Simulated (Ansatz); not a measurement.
**FH3Si···HCl: density, localisation and related maps**

Input

```
crystal:
  periodic: [false, false, false]
  atoms:
    - { symbol: Si, position_ang: [0.220799, -0.017041, -0.079712] }
    - { symbol: H, position_ang: [0.142569, -0.01657, 1.389714] }
    - { symbol: H, position_ang: [1.652124, 0.022179, -0.48094] }
    - { symbol: F, position_ang: [-0.491307, 1.32999, -0.638549] }
    - { symbol: H, position_ang: [-0.449436, -1.220627, -0.62438] }
    - { symbol: Cl, position_ang: [-2.782533, -0.024371, 1.374243] }
    - { symbol: H, position_ang: [-1.612116, 0.042739, 2.005525] }
basis:
  gaussian: { orbitals: def2-SVP }
hamiltonian:
  xc: b3lyp
  dispersion: d4
relax:
  f_tol: 0.03
  max_steps: 50
output:
  orbitals: {}
```

Launched as:

```sh
ansatz run input.yaml --threads 1 --pin off --max-ram 2048MiB --backend cpu --events-out ev --progress --plain --runs-dir out
```

The fields are those of the run's last geometry, not of the input's.

Method: RKS B3LYP-D4/def2-SVP (Ansatz).

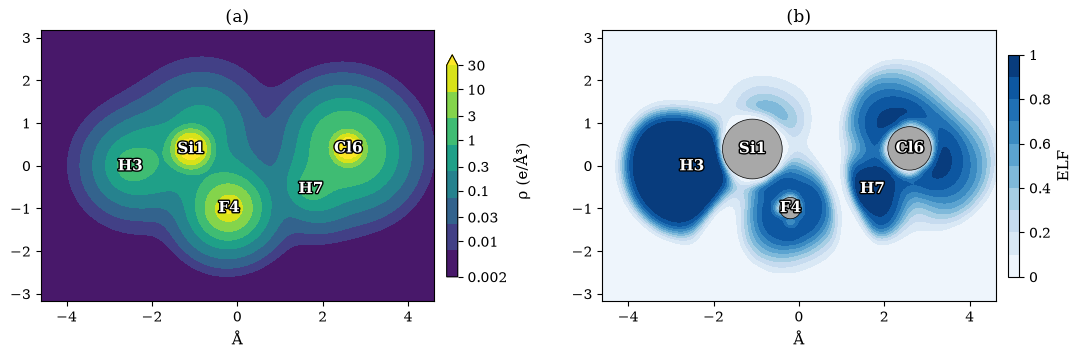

Figure 1. (a) total electron density; (b) electron localisation function on the plane of atoms H3, Si1 and F4. Grey discs cover the atomic cores in the ELF map.

Describe what can be read from this map.

- The section cuts through Si, H, F and Cl sites.
- F4···H7 (1.96 Å): the density falls to about 0.15 e/Å³ on the way; the ELF dips to about 0.10 between them.
- Si–F (1.65 Å): ρ is about 0.95 e/Å³ halfway; the ELF peaks at about 0.85 in the valence shell of F, 0.6 Å from its nucleus, and is about 0.45 at the midpoint.
- Cl–H (1.30 Å): the density is about 1.9 e/Å³ at the midpoint; the ELF climbs to about 1 towards the hydrogen, as it does in any bond to H.
- Si–H (1.49 Å): ρ at the midpoint is about 0.78 e/Å³; the ELF climbs to about 1 towards the hydrogen.
- The ELF also peaks beside F4 and Cl6, away from the bonds: lone-pair regions.

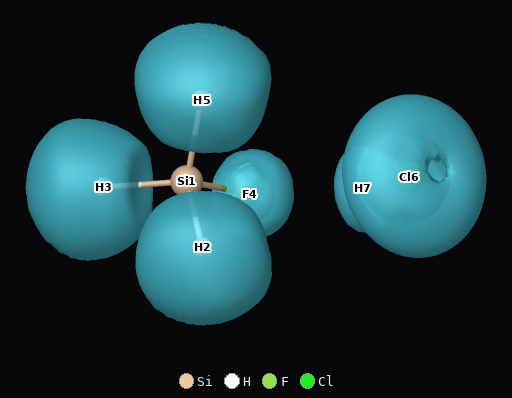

Figure 2. Isosurface of the ELF at 0.8 (cyan), seen from one side. Core shells and regions of very low density are left out.

Identify the bonds, lone pairs and shells in this picture.

At this value the surface marks out three regions around hydrogen nuclei, one region wrapped around F (its lone pairs, merged into a ring or cap) and one joined region spread over several atoms (Cl, H), in which their bonds and any lone pairs are merged.

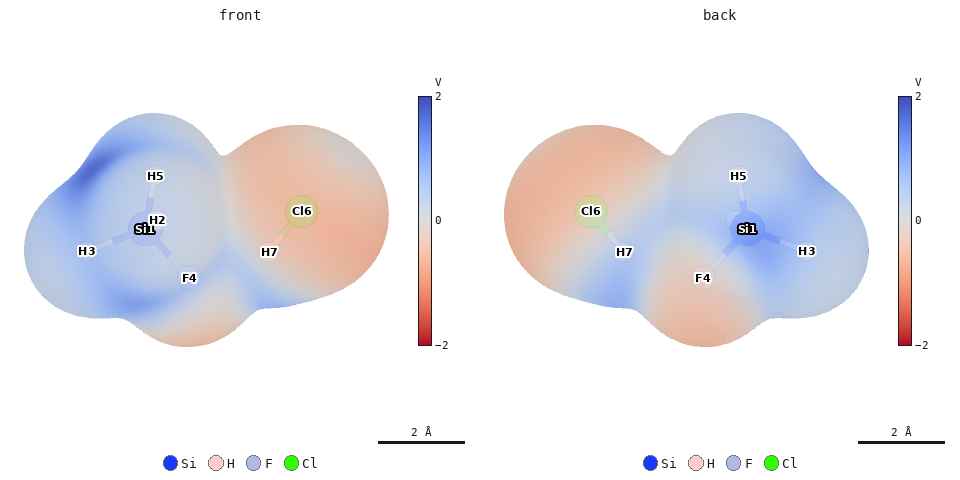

Figure 3. The molecular electrostatic potential painted on the density surface at 0.001 e/bohr³, seen from the front and from behind; the colour scale runs from red (negative) to blue (positive).

Where is the surface potential most negative and most positive?

The most negative region (about −0.7 V, or −16 kcal/mol for a unit charge) lies over Cl6, the most positive (about +1.6 V, or +37 kcal/mol for a unit charge) over Si1.
